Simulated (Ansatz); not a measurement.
## Electronic structure of ClFH3NZn···HF in real space

Input

```
crystal:
  periodic: [false, false, false]
  atoms:
    - { symbol: Zn, position_ang: [-1.024694, -0.816838, -1.689869] }
    - { symbol: F, position_ang: [0.17612, 0.42642, -2.120628] }
    - { symbol: Cl, position_ang: [-2.513331, -2.317766, -1.72402] }
    - { symbol: H, position_ang: [0.602742, 0.468708, 1.164198] }
    - { symbol: "N", position_ang: [-0.03436, -0.313602, 1.321048] }
    - { symbol: H, position_ang: [1.325075, 1.64248, -0.746777] }
    - { symbol: F, position_ang: [1.684276, 1.976027, 0.025714] }
    - { symbol: H, position_ang: [-0.723722, -0.008425, 2.007772] }
    - { symbol: H, position_ang: [0.507793, -1.057003, 1.762463] }
basis:
  gaussian: { orbitals: def2-SVP }
hamiltonian:
  xc: b3lyp
relax:
  f_tol: 0.03
  max_steps: 50
output:
  orbitals: {}
```

Run with:

```sh
ansatz run input.yaml --threads 2 --pin off --max-ram 3072MiB --backend cpu --events-out ev --progress --plain --runs-dir out
```

The fields are those of the run's last geometry, not of the input's.

These are results of RKS B3LYP/def2-SVP (Ansatz), not measurements.

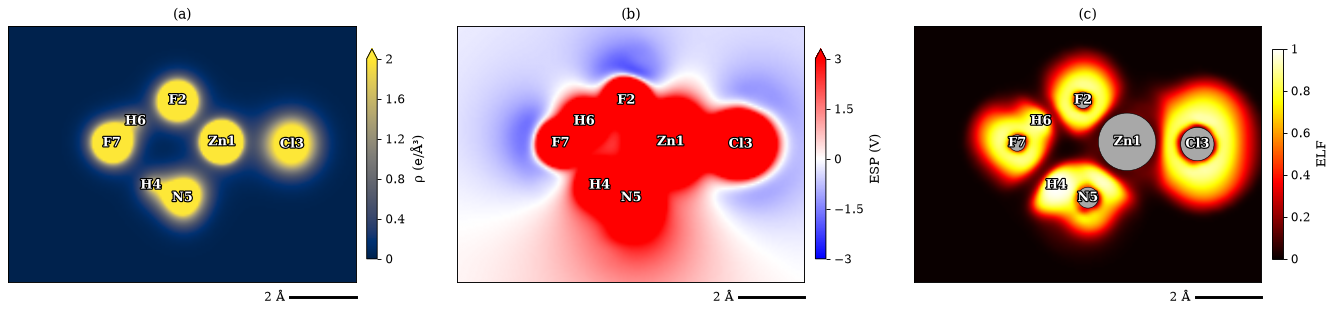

Figure 1. (a) total electron density; (b) molecular electrostatic potential; (c) ELF on the plane of atoms F2, Zn1 and N5. Grey discs cover the atomic cores in the ELF map.

> Describe what can be read from this map.

The section cuts through Zn, F, Cl, H and N sites. F2···H6 (1.44 Å): the density falls to about 0.51 e/Å³ on the way; the ELF dips to about 0.25 between them. Zn–F (1.85 Å): the density is about 0.63 e/Å³ at the midpoint; the ELF peaks at about 0.80 in the valence shell of F, 0.5 Å from its nucleus, and is about 0.10 at the midpoint. Zn–N (2.08 Å): ρ at the midpoint is about 0.5 e/Å³; the ELF peaks at about 0.95 in the valence shell of N, 0.6 Å from its nucleus, and is about 0.25 at the midpoint. Zn–Cl (2.14 Å): the density is about 0.63 e/Å³ at the midpoint; the ELF peaks at about 0.80 in the valence shell of Cl, 0.8 Å from its nucleus, and is about 0.45 at the midpoint. F–H (0.98 Å): ρ at the midpoint is about 4.1 e/Å³; the ELF climbs to about 0.95 towards the hydrogen, as it does in any bond to H: a covalent bond by its length. The ELF also peaks beside Cl3, F7 and F2, away from the bonds: lone-pair regions. Outside the dense part of the complex the potential is most negative (−2.0 V) near F2.

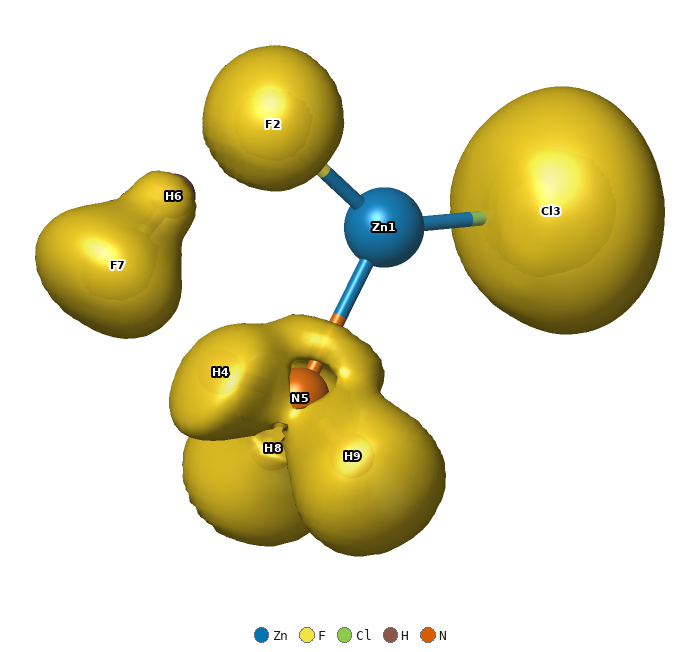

Figure 2. Isosurface of the ELF at 0.75 (yellow), seen at an oblique angle. Core shells and regions of very low density are left out.

> Identify the bonds, lone pairs and shells in this picture.

The ELF exceeds this value in one region wrapped around Cl (its valence shell), one region wrapped around F (its valence shell), one joined region spread over several atoms (F, H), in which their bonds and any lone pairs are merged and one joined region spread over several atoms (H, N), in which their bonds and any lone pairs are merged.

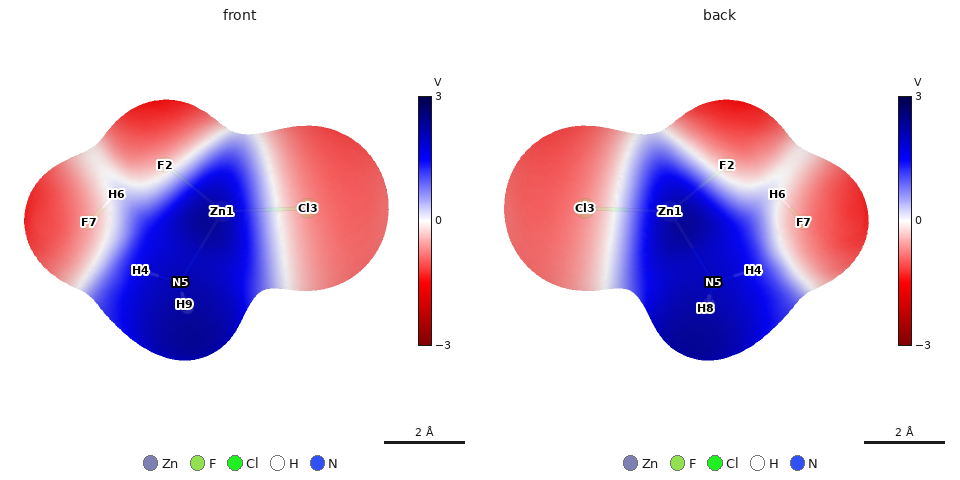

Figure 3. The electrostatic potential painted on the density surface at 0.001 e/bohr³, seen from the front and from behind; the colour scale runs from red (negative) to blue (positive).

> Which sites attract a positive test charge, and which a negative one?

A positive charge is drawn to the negative regions and a negative charge to the positive ones. The most negative region (about −1.4 V, or −32 kcal/mol for a unit charge) lies over F2, the most positive (about +2.3 V, or +53 kcal/mol for a unit charge) over Zn1, H8 and H9.
